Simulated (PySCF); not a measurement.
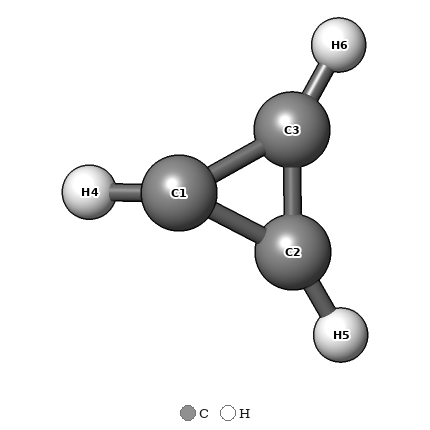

First-order isotropic EPR spectrum (fast tumbling, first derivative) of C₃H₃, SMILES [CH]1C=C1, doublet at 9.75 GHz, Lorentzian lines of 0.21 mT full width at half height, from computed g and hyperfine couplings (B3LYP/pcH-1 with PySCF 2.14.0, at a GFN2-xTB geometry (no frequency check), gas phase); values of one conformer, averaged over methyl-type rotors alone; no vibrational averaging; dilute isotopes left out. The SMILES is one Lewis form and needn't show where the spin sits.

> Give g and the hyperfine couplings.

g_iso = 2.0026, which centres the spectrum at 347.9 mT; it spans 5.3 mT.

| nuclei | isotope | a (mT) | a (MHz) |
| --- | --- | --- | --- |
| H4 | ¹H | 4.26 | 119.3 |
| H5, H6 | ¹H | −0.49 | −13.8 |

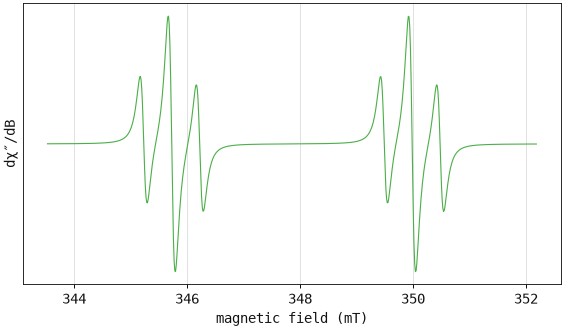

Caveats: the tight-binding geometry is rougher than a DFT one and adds to the error.
